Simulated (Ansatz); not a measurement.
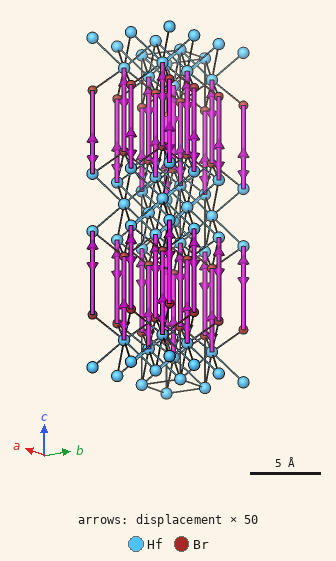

This is a relaxation of a crystal of Hf3Br2 (a generated structure, set up in I4/mmm). The starting structure is drawn; purple arrows show the displacements (the part carried along by the change of the cell is left out), magnified 50 times.

The picture is a ball-and-stick view of the conventional cell (2 times the calculation's cell), repeated 3 × 2 × 1 with one cell outlined, seen from a free direction. Lengths and directions refer to the drawn axes.

Theory: Ansatz, DFT PBE, scalar-relativistic, plane waves, PAW. Settings: plane-wave cutoff 420 eV; k-point mesh 16 × 16 × 16; occupations gaussian; smearing width 0.1 eV; no spin polarisation; cell relaxed at fixed volume; force threshold 0.01 eV/Å; at most 30 steps.

Question: Atoms of which element are displaced furthest, and by how much?

Answer: Bromine: up to 0.11 Å, against 0.06 Å for hafnium.

Question: What happened in the run?

Answer: The largest moves relative to the cell, 0.11 Å, are those of Br atoms. Largest moves by element: Br 0.11 Å, Hf 0.06 Å. The drawn cell changes at constant volume: a = b 3.272 → 3.303 Å (+1.0 %), c 24.226 → 23.762 Å (−1.9 %). Some distances before and after: Hf–Hf 3.272 → 3.303 Å, Hf–Hf 3.133 → 3.163 Å, Br–Hf 2.902 → 2.930 Å. The space group stays I4/mmm (No. 139). The energy falls by 28.5 meV per cell of the calculation in 2 accepted moves (4 points after the start). The largest force component goes from 0.17 to 0.0034 eV/Å. The pressure goes from 2.44 to 0.13 GPa. The line search rejected the trial step at point 1 of the run. At 1 point the geometry stayed and the basis and grid were re-selected for the new cell (energy shift of less than 0.05 meV per cell of the calculation at most each time).
